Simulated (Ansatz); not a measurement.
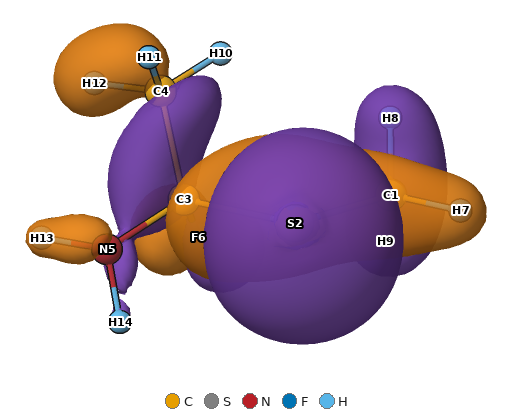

Figure 1: C3H8FNS (SMILES CSC(C)(N)F). The HOMO−1 at ±0.08 Å⁻³ᐟ² (orange and purple are the two phases), seen at a tilt.

These are results of RHF/def2-SVP (Ansatz), not measurements.

Input

```
crystal:
  periodic: [false, false, false]
  atoms:
    - { symbol: C, position_ang: [-1.291, -1.6381, -0.8387] }
    - { symbol: S, position_ang: [-1.539, 0.0212, -0.0691] }
    - { symbol: C, position_ang: [0.1486, 0.5874, -0.1572] }
    - { symbol: C, position_ang: [1.058, 0.0662, 1.0346] }
    - { symbol: "N", position_ang: [0.2001, 2.0224, -0.1993] }
    - { symbol: F, position_ang: [0.7694, 0.1717, -1.2874] }
    - { symbol: H, position_ang: [-2.2798, -2.101, -0.8553] }
    - { symbol: H, position_ang: [-0.5927, -2.1954, -0.3014] }
    - { symbol: H, position_ang: [-0.9989, -1.4656, -1.8424] }
    - { symbol: H, position_ang: [1.0317, -1.0376, 1.0527] }
    - { symbol: H, position_ang: [0.5651, 0.3821, 2.0223] }
    - { symbol: H, position_ang: [2.0426, 0.4078, 0.996] }
    - { symbol: H, position_ang: [0.69042, 2.31566, -1.08031] }
    - { symbol: H, position_ang: [-0.71305, 2.41379, -0.23155] }
basis:
  gaussian: { orbitals: def2-SVP }
hamiltonian:
  xc: hf
relax:
  f_tol: 0.015
  max_steps: 40
output:
  orbitals: {}
```

Command:

```sh
ansatz run input.yaml --threads 2 --pin off --max-ram 3072MiB --backend cpu --events-out ev --progress --plain --runs-dir out
```

The fields are those of the run's last geometry, not of the input's.

> Where does this orbital lie, and at what energy?

It lies mainly on S2 (about 60 %), C3 (about 10 %), C1 (about 10 %) and F6 (about 5 %). Its energy is −11.75 eV.
